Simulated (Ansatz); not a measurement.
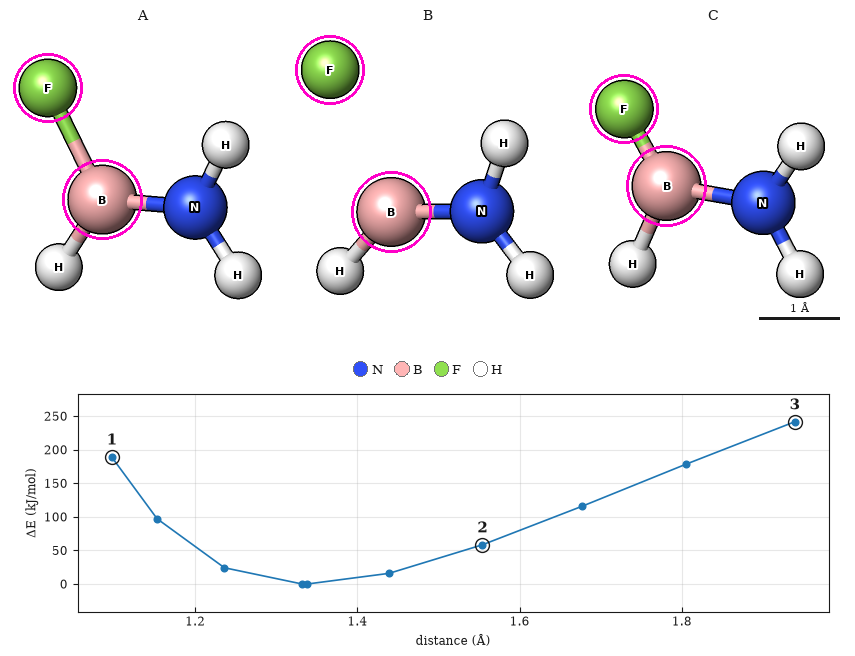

BNH3F: the B–F bond length is varied, with all other coordinates relaxed. The frames are shuffled; the numbered points of the plot belong to them. The picture is a ball-and-stick view, seen from a free direction. The ringed atoms are those of the scanned coordinate.

Level of theory: PBE0-D4 (def2-TZVPP, Ansatz), on geometries relaxed under the constraint at PBE0-D4/def2-TZVP. Energies are counted from the PBE0-D4/def2-TZVP minimum geometry at the same level.

Match the frames to the points.

Answer. Point 1 is frame C (the distance 1.097 Å, 189.3 kJ/mol); 2 is frame A (the distance 1.554 Å, 58.5 kJ/mol); 3 is frame B (the distance 1.939 Å, 241.6 kJ/mol). Of the computed points the lowest is at the distance 1.338 Å, 0.0 kJ/mol. The end points stand at 189.3 kJ/mol (1.097 Å) and 241.6 kJ/mol (1.939 Å). The curvature at the lowest point is about 40 eV/Å² (6.5 mdyn/Å). The well is steeper on the short side, as for any bond.
